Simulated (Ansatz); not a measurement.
**BLYP/def2-SVPD (core potential) run of CH3FSn (SMILES [CH3][Sn][F])**

What is the vertical ionisation energy of CH3FSn at BLYP/def2-SVPD (core potential)? 

The results are computed with Ansatz 0.2.0.

41 further runs of the same task are left out: 41 set aside as unsound or not needed. Runs told in other sessions of the task aren't counted.

## (1) Starting point

CH3FSn has 6 atoms, charge 0, and is taken as a singlet. SMILES: `[CH3][Sn][F]`. The shape is that of a PBE0-D4/def2-TZVP optimisation.

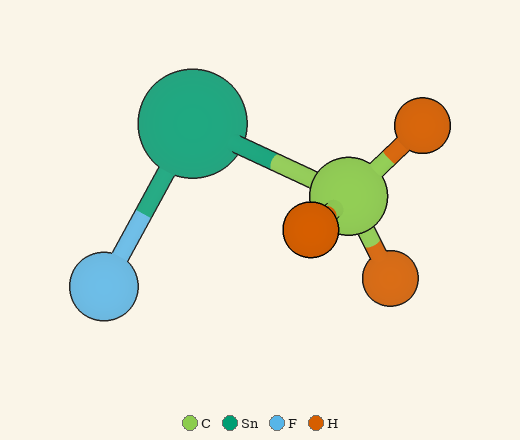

Viewed from a chosen angle; carbon green, tin teal, fluorine blue, hydrogen orange.

## (2) The energy at BLYP/def2-SVPD (core potential)

The input, molecule.yaml:

```yaml
crystal:
  periodic: [false, false, false]
  atoms:
    - {symbol: C, position_ang: [-0.389800, 0.421200, -0.282900]}
    - {symbol: Sn, position_ang: [0.257100, -0.620500, 1.513600]}
    - {symbol: F, position_ang: [1.621600, -1.634100, 0.554100]}
    - {symbol: H, position_ang: [-0.684900, -0.317800, -1.033900]}
    - {symbol: H, position_ang: [0.458100, 0.979400, -0.691900]}
    - {symbol: H, position_ang: [-1.220000, 1.107700, -0.105200]}
basis:
  gaussian:
    orbitals: def2-SVPD
output: {orbitals: {seedname: orbitals}}
accuracy: high
magnetization:
  spin_polarized: false
hamiltonian:
  xc: {name: BLYP}
```

On the command line:

```console
ansatz run molecule.yaml --threads 1 --pin off --max-ram 2610MiB --events-out events.jsonl --progress --plain --runs-dir runs
```

The log of the run:

```text
Warning: RAYON_NUM_THREADS=1 ignored (pool sized by the plan → 1); use --threads N
Functional definition: BLYP
  name "BLYP"
  parameter beta = 0.0042
  parameter a = 0.04918
  parameter b = 0.132
  parameter c = 0.2533
  parameter d = 0.349
  exchange = b88_x(beta = beta)
  correlation = lyp_c(a = a, b = b, c = c, d = d)
2143 factors; integrals over basis functions are off by at most 3.3e-9 eV
mean field evaluation 1: about -9617.6794 eV, gradient 7.4e1 eV
mean field evaluation 2: about -9504.2087 eV, gradient 2.2e2 eV
mean field evaluation 4: about -9629.1495 eV, gradient 2.3e1 eV
mean field evaluation 8: about -9630.2199 eV, gradient 2.6e-1 eV
mean field evaluation 16: about -9630.2201 eV, gradient 3.1e-5 eV
mean field -9630.22012418 eV, -353.9040619661 hartree, gradient 6.4e-8 eV, S^2 0.000000; 0 other end points of the search recorded, 0 dependent functions left out
reference -9630.22017371 eV, -353.9040637862 hartree; 20, 20 occupied and 79, 79 virtual orbitals, 2143 factors
Total energy: -9630.22017371 eV, -353.9040637862 hartree
```

Wall time 7.2 s (1 thread of Arm Neoverse V2, shared host); peak memory 0.27 GiB.

## (3) The doublet cation at the same level

The input, job.yaml:

```yaml
basis:
  gaussian:
    orbitals: def2-SVPD
crystal:
  periodic: [false, false, false]
  atoms:
    - symbol: C
      position_ang: [-0.389800, 0.421200, -0.282900]
    - symbol: Sn
      position_ang: [0.257100, -0.620500, 1.513600]
    - symbol: F
      position_ang: [1.621600, -1.634100, 0.554100]
    - symbol: H
      position_ang: [-0.684900, -0.317800, -1.033900]
    - symbol: H
      position_ang: [0.458100, 0.979400, -0.691900]
    - symbol: H
      position_ang: [-1.220000, 1.107700, -0.105200]
magnetization:
  spin_polarized: true
  initial_magnetization: 1
hamiltonian:
  xc: {name: BLYP}
output: {orbitals: {seedname: orbitals}}
total_charge: 1
accuracy: high
```

On the command line:

```console
ansatz run job.yaml --threads 1 --pin off --max-ram 2610MiB --events-out events.jsonl --progress --plain --runs-dir runs
```

The log of the run:

```text
Warning: RAYON_NUM_THREADS=1 ignored (pool sized by the plan → 1); use --threads N
Functional definition: BLYP
  name "BLYP"
  parameter beta = 0.0042
  parameter a = 0.04918
  parameter b = 0.132
  parameter c = 0.2533
  parameter d = 0.349
  exchange = b88_x(beta = beta)
  correlation = lyp_c(a = a, b = b, c = c, d = d)
2143 factors; integrals over basis functions are off by at most 3.3e-9 eV
mean field evaluation 1: about -9592.7225 eV, gradient 8.0e1 eV
mean field evaluation 2: about -9279.9209 eV, gradient 1.8e2 eV
mean field evaluation 4: about -9619.1341 eV, gradient 1.8e1 eV
mean field evaluation 8: about -9621.5205 eV, gradient 3.8e-1 eV
mean field evaluation 16: about -9621.5194 eV, gradient 5.4e-5 eV
mean field -9621.51942957 eV, -353.5843173367 hartree, gradient 1.5e-8 eV, S^2 0.753122; 0 other end points of the search recorded, 0 dependent functions left out
reference -9621.51947965 eV, -353.5843191772 hartree; 20, 19 occupied and 79, 80 virtual orbitals, 2143 factors
Total energy: -9621.51947965 eV, -353.5843191772 hartree
```

It took 11 s on 1 thread of Arm Neoverse V2, shared host; peak memory 0.33 GiB.

## (4) What came out

Level: BLYP/def2-SVPD (core potential).

| quantity | value |
| --- | --- |
| singlet CH3FSn: total energy | -353.90406 Eh |
| singlet CH3FSn: HOMO energy | -5.57 eV |
| singlet CH3FSn: LUMO energy | -3.27 eV |
| singlet CH3FSn: HOMO–LUMO gap | 2.30 eV |
| doublet cation: total energy | -353.58432 Eh |
| doublet cation: HOMO energy (highest over α and β) | -12.86 eV |
| doublet cation: LUMO energy (lowest over α and β) | -11.87 eV |
| doublet cation: ⟨S²⟩ | 0.753 |
| vertical ionisation energy (to the doublet cation) | 8.701 eV |

**Reading.** The vertical ionisation energy comes to 8.70 eV (839 kJ/mol). −ε(HOMO) before ionisation, 5.57 eV, is 3.13 eV below this ionisation energy.
